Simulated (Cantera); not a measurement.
Charge: 1 mol Si, 5.7 mol NF3, held at 170 Pa.

These are equilibrium values from Cantera (NASA tables, ideal gas, pure condensed phases), not measurements of a reactor. Candidate condensed phases: Si, Si3N4; 16 gas species. The numbers say what is thermodynamically allowed, not how fast it happens.

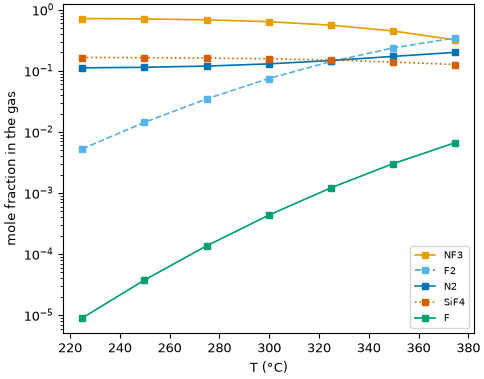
Fig. 1. Equilibrium gas composition (values under 1e-9 drawn at 1e-9)

From 225 °C to 375 °C nothing is condensed. The main Si-bearing gas is SiF4 throughout.
